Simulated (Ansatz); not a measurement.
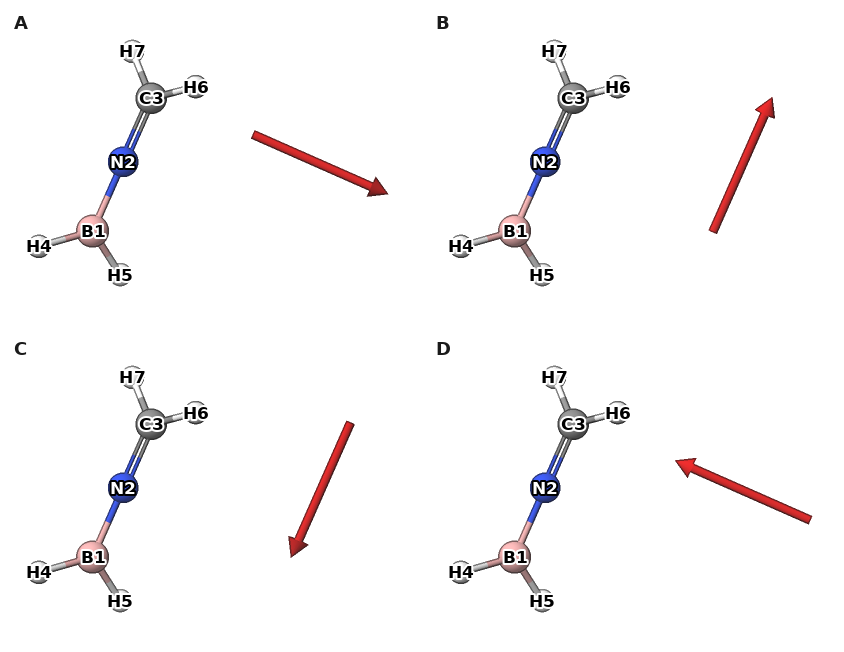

The same molecule four times, each with an arrow. Computed geometry: PBE0-D4/def2-TZVP optimisation. No frequency run is at hand to confirm it as a minimum. Properties computed with RKS PBE0-D4/def2-TZVP (Ansatz 0.2.0).

Which arrow points along the dipole moment, from the negative to the positive end?

Answer. B. The dipole moment is 2.11 D; it points from the side of H4, H5 to the side of H6, H7 (the outermost atoms at the two ends).
